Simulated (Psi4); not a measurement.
# BBrCl2 (bromodichloroborane): HF/STO-3G

What is the vertical singlet–triplet gap of BBrCl2 (bromodichloroborane) at HF/STO-3G? 

Program for the calculation: Psi4 1.11.

12 further runs of the same task are left out: 10 that didn't finish, 2 set aside as unsound or not needed.

## (1) Starting point

The species is BBrCl2 (4 atoms), meant as a singlet with charge 0. SMILES: `ClB(Cl)Br`. The coordinates come from a PBE0-D4/def2-TZVP relaxation.

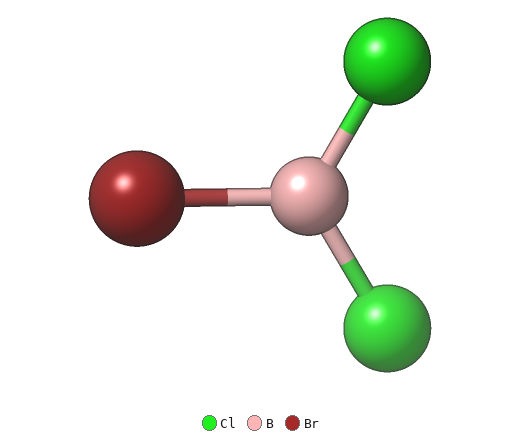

Viewed from a chosen angle; chlorine green, boron pink, bromine red.

## (2) Energy and gradient at HF/STO-3G

Contents of run.py:

```python
import psi4

psi4.set_memory('1600 MB')
psi4.set_num_threads(1)
psi4.core.set_output_file('run.log', False)

m = psi4.geometry("""
0 1
Cl     1.10000958     1.25855760     2.85499823
B      0.07029781    -0.07199857     0.04176295
Cl     0.83960532    -3.17322811    -0.69088387
Br    -1.90503291     1.87290756    -2.24423875
units bohr
symmetry c1
no_reorient
no_com
""")

psi4.set_options({
    'puream': True,
    'e_convergence': 1e-09,
    'd_convergence': 1e-08,
    'scf_type': 'pk',
})

result = psi4.gradient('hf/STO-3G')
print('gradient / Eh bohr^-1')
print(result.np.round(6))
```

On the command line:

```
$ python run.py
```

run.log (excerpt; [...] marks lines left out):

```text
[...]
  Running in c1 symmetry.
[...]
  Nuclear repulsion =  351.409228964059366
[...]
  Multiplicity = 1
[...]
  Nalpha       = 37
  Nbeta        = 37
[...]
    Number of basis functions: 41
[...]
   @RHF iter   1: -3478.11623912772302   -1.99151e+00   1.16245e-02 DIIS/ADIIS
[...]
   @RHF iter  10: -3478.31844015445085    0.00000e+00   5.78210e-10 DIIS
[...]
    Orbital Energies [Eh]
    ---------------------
    Doubly Occupied:
       1A   -484.529715     2A   -103.751132     3A   -103.751087
       4A    -63.255015     5A    -57.804779     6A    -57.803160
       7A    -57.802819     8A    -10.431399     9A    -10.431349
      10A     -9.198545    11A     -7.875189    12A     -7.875085
      13A     -7.870394    14A     -7.870273    15A     -7.869692
      16A     -7.869521    17A     -7.602289    18A     -6.948883
      19A     -6.938752    20A     -6.937007    21A     -2.305983
      22A     -2.302684    23A     -2.300972    24A     -2.291300
      25A     -2.291228    26A     -1.109240    27A     -1.050965
      28A     -0.928337    29A     -0.626844    30A     -0.548651
      31A     -0.530239    32A     -0.502488    33A     -0.434830
      34A     -0.426163    35A     -0.411488    36A     -0.370521
[...]
  @RHF Final Energy: -3478.31844015445085
   => Energetics <=
    Nuclear Repulsion Energy =            351.4092289640593663
    One-Electron Energy =               -5553.0402113704958538
    Two-Electron Energy =                1723.3125422519856329
    Total Energy =                      -3478.3184401544508546
[...]
 Multipole Moments:
 ------------------------------------------------------------------------------------
     Multipole            Electronic (a.u.)      Nuclear  (a.u.)        Total (a.u.)
 ------------------------------------------------------------------------------------
 L = 1.  Multiply by 2.5417464519 to convert [e a0] to [Debye]
 Dipole X            :         33.1983454          -33.3512095           -0.1528641
 Dipole Y            :        -32.4919393           32.6423731            0.1504338
 Dipole Z            :         41.3731455          -41.5495974           -0.1764519
 Magnitude           :                                                    0.2777283
[...]
  -Total Gradient:
     Atom            X                  Y                   Z
    ------   -----------------  -----------------  -----------------
       1       -0.009688463807    -0.009464437742    -0.024375031169
       2        0.025275107249    -0.024859801206     0.029308332252
       3       -0.007564461851     0.026419898606     0.004364592259
       4       -0.008022181326     0.007904340236    -0.009297893252
[...]
```

The script printed:

```text
gradient / Eh bohr^-1
[[-0.009688 -0.009464 -0.024375]
 [ 0.025275 -0.02486   0.029308]
 [-0.007564  0.02642   0.004365]
 [-0.008022  0.007904 -0.009298]]
```

Run time: 3.3 s. Hardware: 1 thread of AMD EPYC 7R43 (Zen 3), shared host; peak memory 0.19 GiB.

## (3) The triplet at the same level

Contents of input.dat:

```
memory 1.6 GB

molecule {
  0 3
  Cl     0.582100     0.666000     1.510800
  B      0.037200    -0.038100     0.022100
  Cl     0.444300    -1.679200    -0.365600
  Br    -1.008100     0.991100    -1.187600
  symmetry c1
  no_reorient
  no_com
}

set basis STO-3G
set reference uhf
set puream true
set e_convergence 1e-09
set d_convergence 1e-08
set scf_type pk
set maxiter 200

e, wfn = gradient("scf", return_wfn=True)
oeprop(wfn, "WIBERG_LOWDIN_INDICES", "QUADRUPOLE", "LOWDIN_CHARGES")
```

On the command line:

```
$ psi4 -n 1 input.dat output.dat
```

output.dat (excerpt; [...] marks lines left out):

```text
[...]
  Running in c1 symmetry.
[...]
  Nuclear repulsion =  351.409229119585689
[...]
  Multiplicity = 3
[...]
  Nalpha       = 38
  Nbeta        = 36
[...]
    Number of basis functions: 41
[...]
   @UHF iter   1: -3477.99721619909269   -1.87248e+00   6.34313e-03 DIIS/ADIIS
[...]
   @UHF iter  55: -3478.05186151242287    4.54747e-12   7.56672e-09 DIIS
[...]
   @S^2 Observed:                2.017659984E+00
[...]
  @UHF Final Energy: -3478.05186151242287
   => Energetics <=
    Nuclear Repulsion Energy =            351.4092291195856887
    One-Electron Energy =               -5553.8272830696141682
    Two-Electron Energy =                1724.3661924376056049
    Total Energy =                      -3478.0518615124228745
  UHF NO Occupations:
  HONO-2 :   36  A 1.9943784
  HONO-1 :   37  A 1.0000000
[...]
  -Total Gradient:
     Atom            X                  Y                   Z
    ------   -----------------  -----------------  -----------------
       1       -0.037702000912    -0.004920997039    -0.072673242283
       2        0.064668030996    -0.063582381269     0.074775202243
       3       -0.033023701245     0.074477976360    -0.009122205510
       4        0.006057671602    -0.005974598197     0.007020245641
[...]
 Multipole Moments:
 ------------------------------------------------------------------------------------
     Multipole            Electronic (a.u.)      Nuclear  (a.u.)        Total (a.u.)
 ------------------------------------------------------------------------------------
 L = 1.  Multiply by 2.5417464519 to convert [e a0] to [Debye]
 Dipole X            :         33.7555342          -33.3512095            0.4043247
 Dipole Y            :        -33.0401972           32.6423732           -0.3978240
 Dipole Z            :         42.0173350          -41.5495973            0.4677377
 Magnitude           :                                                    0.7352014
 L = 2.  Multiply by 1.3450342976 to convert [e a0^2] to [Debye ang]
 Quadrupole XX       :       -193.6441894          159.5992608          -34.0449286
 Quadrupole XY       :        147.2522113         -146.6607499            0.5914615
[...]
```

It took 3.9 s on 1 thread of AMD EPYC 7R43 (Zen 3), shared host; peak memory 0.19 GiB.

## (4) Results

Level: HF/STO-3G.

```
                                        quantity           value
                           singlet: total energy  -3478.31844 Eh
                          singlet: dipole moment          0.71 D
                            singlet: HOMO energy        -9.78 eV
                            singlet: LUMO energy         4.65 eV
                          singlet: HOMO–LUMO gap        14.44 eV
               singlet: largest force on an atom      2.365 eV/Å
                           triplet: total energy  -3478.05186 Eh
                          triplet: dipole moment          1.87 D
     triplet: HOMO energy (highest over α and β)        -4.92 eV
      triplet: LUMO energy (lowest over α and β)        -3.71 eV
                                   triplet: ⟨S²⟩           2.018
               triplet: largest force on an atom      6.044 eV/Å
vertical energy of the triplet above the singlet        7.254 eV
```

**Reading.** At this shape the triplet lies 7.25 eV (700 kJ/mol) above the singlet. The largest force (singlet) is 2.37 eV/Å: the shape isn't a stationary point for this species at this level. In a minimal basis such a difference can be off by several eV, whatever the method.
